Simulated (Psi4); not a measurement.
# DSD-PBEP86/def2-SVP (density fitting for correlation) run of SiH2Br2 (dibromosilane)

What is the vertical ionisation energy of SiH2Br2 (dibromosilane) at DSD-PBEP86/def2-SVP (density fitting for correlation)? 

Program for the calculation: Psi4 1.11.

5 further runs of the same task are left out: 2 that didn't finish, 3 set aside as unsound or not needed.

## Step 1: The structure to begin with

SiH2Br2: 5 atoms, total charge 0, spin state singlet. SMILES: `Br[SiH2]Br`. The shape is that of a PBE0-D4/def2-TZVP optimisation.

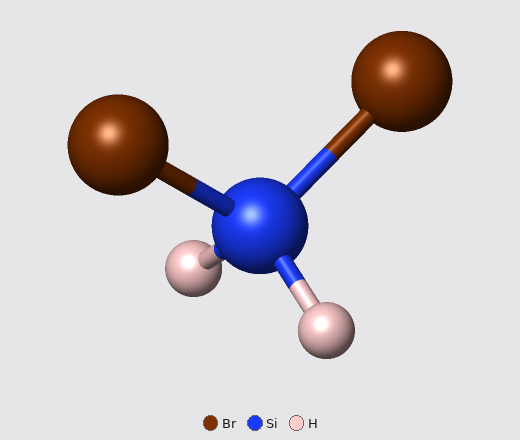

The structure, seen from a chosen angle (bromine brown, silicon blue, hydrogen pink).

## Step 2: A single-point energy at DSD-PBEP86/def2-SVP (density fitting for correlation)

br2h2si.xyz

```xyz
5
Br2H2Si
Br    -1.672690    -1.239290     0.362310
Si     0.158230    -0.046290     0.054680
Br    -0.295570     1.814160    -1.042010
H      1.103430    -0.843230    -0.751710
H      0.706590     0.314640     1.376730
```

run.py

```python
import numpy as np
from ase.calculators.psi4 import Psi4
from ase.io import read

mol = read('br2h2si.xyz')
calc = Psi4(atoms=mol, method='dsd-pbep86', basis='def2-SVP', memory='1600MB', num_threads=1, charge=0, multiplicity=1, label='calc', reference='rks')
calc.psi4.set_options({'puream': True, 'e_convergence': 1e-09, 'd_convergence': 1e-08, 'scf_type': 'pk', 'dft_radial_points': 99, 'dft_spherical_points': 590, 'num_frozen_docc': 23})
mol.calc = calc

print(f'energy: {mol.get_potential_energy():.6f} eV')
```

Run with:

```sh
python run.py
```

calc.dat, shortened:

```text
[...]
  Running in c1 symmetry.
[...]
  Nuclear repulsion =  448.279262821226382
[...]
  Multiplicity = 1
[...]
  Nalpha       = 43
  Nbeta        = 43
[...]
    Number of basis functions: 92
[...]
   @RKS iter   1: -5435.62321769755727   -2.92274e+00   1.76007e-02 DIIS/ADIIS
[...]
   @RKS iter  10: -5436.05473878529119   -1.63709e-11   4.36237e-09 DIIS
[...]
    Orbital Energies [Eh]
    ---------------------
    Doubly Occupied:
       1A   -487.474931     2A   -487.474912     3A    -67.914211
       4A    -64.219037     5A    -64.219023     6A    -57.743343
       7A    -57.743329     8A    -57.741942     9A    -57.741924
      10A    -57.741877    11A    -57.741861    12A     -9.451264
      13A     -9.451251    14A     -7.139130    15A     -7.139117
      16A     -7.132029    17A     -7.132016    18A     -7.131772
      19A     -7.131760    20A     -5.917960    21A     -4.113036
      22A     -4.111671    23A     -4.109983    24A     -3.009225
      25A     -3.009210    26A     -3.006672    27A     -3.006658
      28A     -3.006421    29A     -3.006408    30A     -2.999826
      31A     -2.999824    32A     -2.999814    33A     -2.999811
      34A     -0.966396    35A     -0.939187    36A     -0.667069
[...]
  @RKS Final Energy: -5436.05473878529119
   => Energetics <=
    Nuclear Repulsion Energy =            448.2792628212263821
    One-Electron Energy =               -8461.3509314483271737
    Two-Electron Energy =                2634.8901835342076083
    DFT Exchange-Correlation Energy =     -57.8732536923981868
    Empirical Dispersion Energy =           0.0000000000000000
    VV10 Nonlocal Energy =                  0.0000000000000000
    Total Energy =                      -5436.0547387852911925
[...]
 Multipole Moments:
 ------------------------------------------------------------------------------------
     Multipole            Electronic (a.u.)      Nuclear  (a.u.)        Total (a.u.)
 ------------------------------------------------------------------------------------
 L = 1.  Multiply by 2.5417464519 to convert [e a0] to [Debye]
 Dipole X            :         -5.9215244            6.4150284            0.4935039
 Dipole Y            :          1.7294174           -1.8737448           -0.1443274
 Dipole Z            :         -2.0448343            2.2153550            0.1705208
 Magnitude           :                                                    0.5417138
[...]
```

Standard output:

```text
energy: -147930.367616 eV
```

Wall time 7.8 s (1 thread of Intel Xeon Platinum 8488C (Sapphire Rapids), shared host); peak memory 0.88 GiB.

## Step 3: The doublet cation, same level

calc.py

```python
import psi4

psi4.set_memory('1600 MB')
psi4.set_num_threads(1)
psi4.core.set_output_file('br2h2si.out', False)

molecule = psi4.geometry("""
1 2
Br    -1.672690    -1.239290     0.362310
Si     0.158230    -0.046290     0.054680
Br    -0.295570     1.814160    -1.042010
H      1.103430    -0.843230    -0.751710
H      0.706590     0.314640     1.376730
units angstrom
symmetry c1
""")

psi4.set_options({
    'basis': 'def2-SVP',
    'reference': 'uks',
    'puream': True,
    'e_convergence': 1e-09,
    'd_convergence': 1e-08,
    'scf_type': 'pk',
    'dft_radial_points': 99,
    'dft_spherical_points': 590,
    'num_frozen_docc': 23,
    'maxiter': 100,
})

energy_value, wavefunction = psi4.energy('dsd-pbep86', return_wfn=True)
print(f'dsd-pbep86 energy: {energy_value:.10f} Eh')
```

Run with:

```sh
python calc.py
```

br2h2si.out, shortened:

```text
[...]
  Running in c1 symmetry.
[...]
  Nuclear repulsion =  448.279262821226382
[...]
  Multiplicity = 2
[...]
  Nalpha       = 43
  Nbeta        = 42
[...]
    Number of basis functions: 92
[...]
   @UKS iter   1: -5435.21977654915918   -2.51930e+00   1.72917e-02 ADIIS/DIIS
[...]
   @UKS iter  17: -5435.64946758250062   -1.00044e-11   6.72246e-09 DIIS
[...]
   @S^2 Observed:                7.619816404E-01
[...]
  @UKS Final Energy: -5435.64946758250062
   => Energetics <=
    Nuclear Repulsion Energy =            448.2792628212263821
    One-Electron Energy =               -8440.6321243913407670
    Two-Electron Energy =                2614.4726955996679862
    DFT Exchange-Correlation Energy =     -57.7693016120538800
    Empirical Dispersion Energy =           0.0000000000000000
    VV10 Nonlocal Energy =                  0.0000000000000000
    Total Energy =                      -5435.6494675824997103
[...]
 Multipole Moments:
 ------------------------------------------------------------------------------------
     Multipole            Electronic (a.u.)      Nuclear  (a.u.)        Total (a.u.)
 ------------------------------------------------------------------------------------
 L = 1.  Multiply by 2.5417464519 to convert [e a0] to [Debye]
 Dipole X            :         -5.4185097            6.4150284            0.9965187
 Dipole Y            :          1.5818375           -1.8737448           -0.2919072
 Dipole Z            :         -1.8707635            2.2153550            0.3445916
 Magnitude           :                                                    1.0940762
[...]
```

Standard output:

```text
dsd-pbep86 energy: -5435.9382909833 Eh
```

It took 13 s on 1 thread of Intel Xeon Platinum 8488C (Sapphire Rapids), shared host; peak memory 0.84 GiB.

## Step 4: Outcome

Level: DSD-PBEP86/def2-SVP (density fitting for correlation), 23 core orbitals frozen.

| quantity | value |
| --- | --- |
| singlet SiH2Br2: total energy | -5436.34078 Eh |
| singlet SiH2Br2: HOMO energy (SCF part's orbitals) | -10.48 eV |
| singlet SiH2Br2: LUMO energy (SCF part's orbitals) | 1.87 eV |
| singlet SiH2Br2: HOMO–LUMO gap (SCF part's orbitals) | 12.35 eV |
| doublet cation: total energy | -5435.93829 Eh |
| doublet cation: HOMO energy (SCF part's orbitals) (highest over α and β) | -14.83 eV |
| doublet cation: LUMO energy (SCF part's orbitals) (lowest over α and β) | -11.53 eV |
| doublet cation: ⟨S²⟩ | 0.762 |
| vertical ionisation energy (to the doublet cation) | 10.952 eV |

What this shows: The vertical ionisation energy comes to 10.95 eV (1057 kJ/mol). The negative HOMO energy of the first species, 10.48 eV, lies 0.47 eV below that difference.
